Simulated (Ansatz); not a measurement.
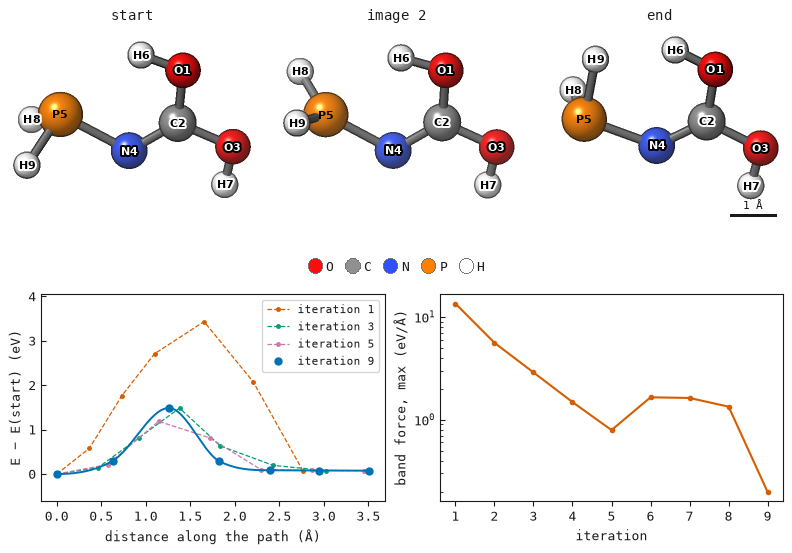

A search for the minimum-energy path of CH4NO2P by the nudged elastic band. Images are numbered from 0 (start) to 6 (end). The plot follows the band through its iterations. The picture is a ball-and-stick view, seen at a tilt.

Theory: RKS PBE-D4/def2-SVP in Ansatz. Set-up: 5 movable images; climbing image; force threshold 0.5 eV/Å; iteration limit 60; starting path through a guess of the saddle point.

**Did the band converge, and can the barrier be trusted?**

The run is converged, with reservations. The band converged in 9 iterations. The largest component of the band force went from 14 to 0.2 eV/Å. The climbing image converged on the top of the path. Its curvatures weren't checked. The force threshold is loose. The first iteration put the highest image at 3.43 eV. The energy climbs by 1.49 eV to image 2 and then falls by 1.41 eV, so the end point sits at +0.08 eV.

Cost: 2.6 min on 1 thread of Arm Neoverse V1 (shared host), peak memory 0.12 GiB.
